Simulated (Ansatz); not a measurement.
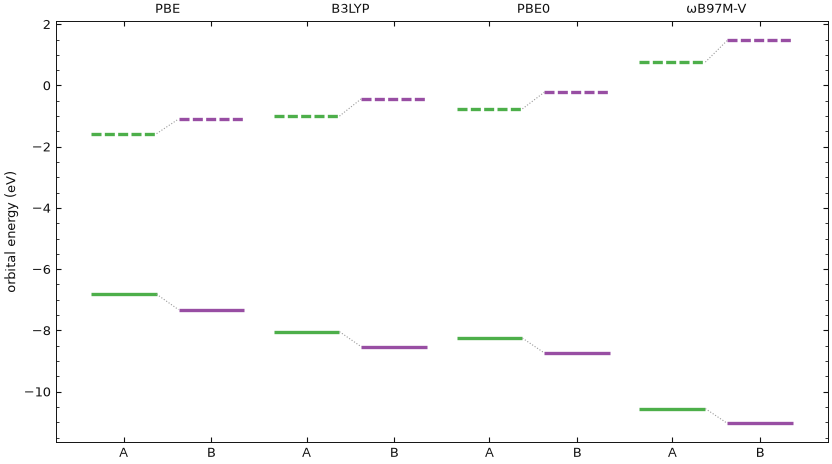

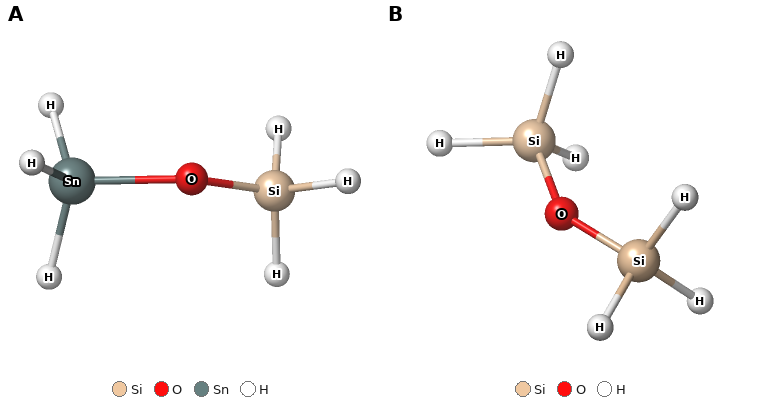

One change: A, SnSiH₆O (SMILES [SiH3][O][SnH3]), becomes B, Si₂H₆O (SMILES [SiH3]O[SiH3]). SnH₃ on O is replaced by SiH₃. HOMO (solid) and LUMO (dashed) computed in def2-TZVPP at PBE0-D4/def2-TZVP geometries, both minima by their frequencies, gas phase, the Ansatz code 0.2.0. Empty levels above zero depend strongly on the basis.

What does the change do to HOMO and LUMO?

PBE: the HOMO falls by 0.51 eV, the LUMO rises by 0.48 eV, and the separation goes from 5.24 to 6.22 eV. B3LYP: the HOMO falls by 0.50 eV, the LUMO rises by 0.57 eV, and the separation goes from 7.04 to 8.11 eV. PBE0: the HOMO falls by 0.49 eV, the LUMO rises by 0.54 eV, and the separation goes from 7.49 to 8.52 eV. ωB97M-V: the HOMO falls by 0.48 eV, the LUMO rises by 0.71 eV, and the separation goes from 11.32 to 12.51 eV.

Do the functionals agree on the effect?

They agree on the direction for both levels; the HOMO shift lies between −0.51 and −0.48 eV and the LUMO shift between 0.48 and 0.71 eV, while the separations themselves differ by up to 6.3 eV between functionals.

Note: core potentials past krypton; spin-orbit coupling is left out, and with Sn it can shift these values.
